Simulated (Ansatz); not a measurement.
# BFH₄Si₂: up Jacob's ladder to CCSD(T)

How much do the methods differ for BFH₄Si₂? The plan is to run it at one geometry with functionals of several rungs and with coupled cluster, and see how far each lands from CCSD(T) at the basis-set limit for the atomisation energy.

Method: functionals in def2-TZVPP, the program's frozen cores in correlated methods; program: Ansatz 0.2.0, Gaussian basis.

Plan: LDA (SPW92), PBE-D4, revPBE-D4, BLYP-D4, r2SCAN-D4, B97M-V, PBE0-D4, B3LYP-D4, r2SCANh-D4, r2SCAN0-D4, HSE06-D4, BHLYP-D4, CAM-B3LYP-D4, LC-ωPBE, ωB97X-V, ωB97M-V, B2PLYP, PBE-QIDH; CCSD(T)/def2-SVP; CCSD(T)/def2-TZVPP; MP2/def2-QZVPP; extrapolation to the limit; RPA on PBE.

## Step 1: The relaxed structure

The geometry comes from an earlier relaxation with PBE0-D4 in a triple-zeta def2 set; it is a stationary point, not always the lowest conformer.

SMILES `FB1[SiH2][SiH2]1`, 8 atoms, charge 0, spin multiplicity 1.

Atoms are counted from 1 here; the program's logs count them from 0.

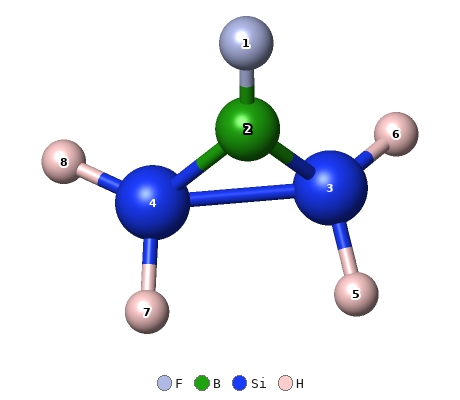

The geometry (fluorine light blue, boron green, silicon blue, hydrogen pink); atoms are numbered from 1 in the order of the file.

Geometry (Å):

```xyz
8

F     1.4922   -0.5198    1.9663
B     0.9769   -0.2631    0.7819
Si   -0.0371    1.2371    0.0008
Si   -0.3640   -1.1371   -0.3706
H     0.2735    1.6335   -1.3950
H    -0.7620    2.3021    0.7436
H    -0.1145   -1.1647   -1.8331
H    -1.3730   -2.1451    0.0504
```

## Step 2: LDA

This LDA is Slater exchange with PW92 correlation.

in.yaml reads:

```yaml
crystal:
  periodic: [false, false, false]
  atoms:
    - {symbol: F, position_ang: [1.492242, -0.519765, 1.966268]}
    - {symbol: B, position_ang: [0.976945, -0.263102, 0.781873]}
    - {symbol: Si, position_ang: [-0.037142, 1.237143, 0.000780]}
    - {symbol: Si, position_ang: [-0.363980, -1.137144, -0.370643]}
    - {symbol: H, position_ang: [0.273508, 1.633493, -1.394972]}
    - {symbol: H, position_ang: [-0.762006, 2.302058, 0.743609]}
    - {symbol: H, position_ang: [-0.114504, -1.164708, -1.833050]}
    - {symbol: H, position_ang: [-1.372961, -2.145076, 0.050436]}
basis:
  gaussian: {orbitals: def2-TZVPP}
hamiltonian: {xc: lda}
output: {orbitals: {seedname: orbitals}}
```

Launch:

```bash
$ ansatz run in.yaml --threads 2 --pin off --events-out ev --progress --plain --max-ram 4352MiB
```

After this run come: PBE-D4 (GGA); revPBE-D4 (GGA); BLYP-D4 (GGA); r2SCAN-D4 (meta-GGA); B97M-V (meta-GGA); B3LYP-D4 (hybrid); r2SCANh-D4 (hybrid); r2SCAN0-D4 (hybrid); HSE06-D4 (hybrid); BHLYP-D4 (hybrid); CAM-B3LYP-D4 (range-separated); LC-ωPBE (range-separated); ωB97X-V (range-separated); ωB97M-V (range-separated); B2PLYP (double hybrid); PBE-QIDH (double hybrid); CCSD(T) in def2-SVP; CCSD(T) in def2-TZVPP; MP2 in def2-QZVPP; RPA on PBE orbitals.

Before running them: what should the planned runs give, taken together? Wanted: atomisation energy, CCSD(T)/CBS; farthest beyond LDA; mean size of error, GGA; mean size of error, meta-GGA; mean size of error, hybrid; mean size of error, range-separated; mean size of error, double hybrid; gap, smallest and largest; T1 diagnostic.

**Answer**, as computed:

```
                               quantity                                                                                        value
        atomisation energy, CCSD(T)/CBS                                                                               597.2 kcal/mol
functionals within 3.0 kcal/mol (0.5 %)  revPBE-D4, BLYP-D4, PBE0-D4, B3LYP-D4, r2SCAN0-D4, HSE06-D4, CAM-B3LYP-D4, LC-ωPBE, ωB97M-V
                    farthest beyond LDA                                                                    BHLYP-D4 (-13.7 kcal/mol)
                mean size of error, GGA                                                                                 4.9 kcal/mol
           mean size of error, meta-GGA                                                                                11.4 kcal/mol
             mean size of error, hybrid                                                                                 4.3 kcal/mol
    mean size of error, range-separated                                                                                 3.4 kcal/mol
      mean size of error, double hybrid                                                                                 4.9 kcal/mol
              gap, smallest and largest                                                     2.67 eV (LDA (SPW92)), 9.40 eV (LC-ωPBE)
                          T1 diagnostic                                                                                       0.0173
triples share of the correlation energy                                                                                        3.9 %
```

In words: LDA overbinds by 88.8 kcal/mol (15 %). PBE-D4 is off by +11.9 kcal/mol. Double hybrids carry the basis error of their MP2 part in triple zeta, and no dispersion term here, so their miss is partly the set-up's. By mean error the best rung here is range-separated (3.4 kcal/mol) and the worst beyond LDA is meta-GGA (11.4 kcal/mol). The gap between the best rungs is small, so their order is not settled. The reference freezes the cores and leaves out relativity and excitations past (T), so misses under about 3.0 kcal/mol can't be ranked. Hartree-Fock recovers 74 % of the binding; the rest is correlation. CCSD(T) in def2-SVP is off by -37.3 kcal/mol, which most functionals beat. The gap grows from 2.7 to 9.4 eV across the functionals, mostly with the share of exact exchange.
